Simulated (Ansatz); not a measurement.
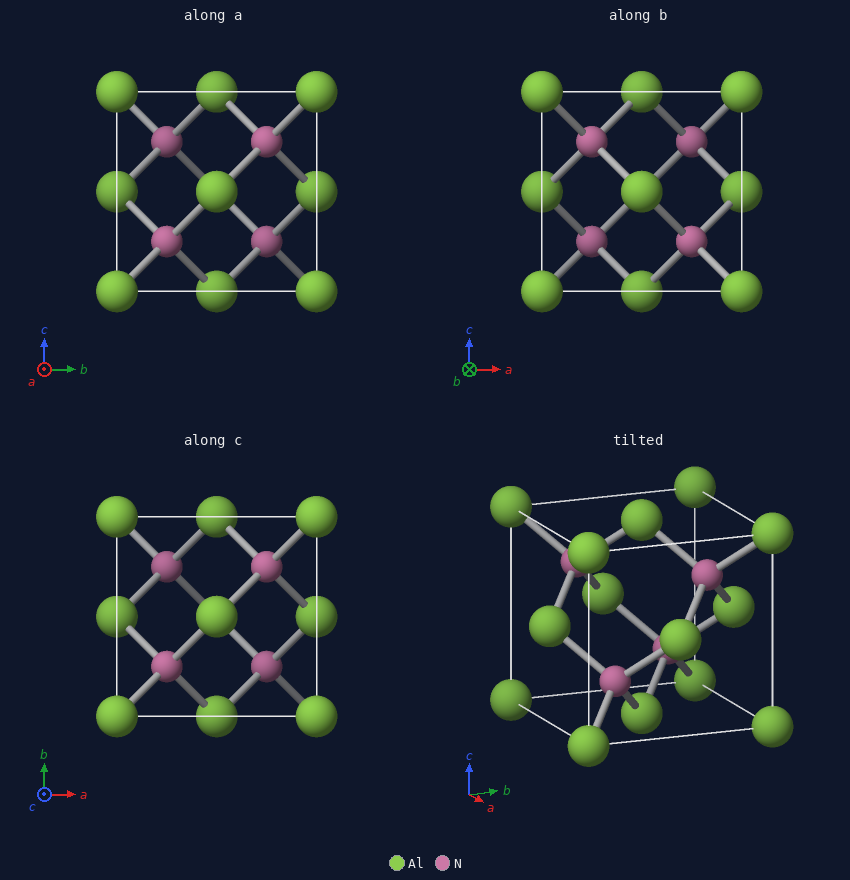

The figure gives a ball-and-stick picture of the atoms, viewed along the a axis, along the b axis, along the c axis and slightly off an axis. The parallelepiped is the conventional unit cell.

Lattice parameters: a = 4.342 Å, b = 4.342 Å, c = 4.342 Å, α = 90.00°, β = 90.00°, γ = 90.00°.

Record the structure as a table of Wyckoff sites.

Answer. Space group F-43m (No. 216).
```csv
atom,site,x,y,z
Al,4a,0.0000,0.0000,0.0000
N,4d,0.2500,0.2500,0.7500
```

Origin of the cell: a structure type filled with these elements by a generator (whether the compound takes this form wasn't checked). Earlier steps of the study, as a rule a relaxation of our own, may have changed the cell and positions, so they can lie some per cent off the listed ones. It went into a calculation with Ansatz.
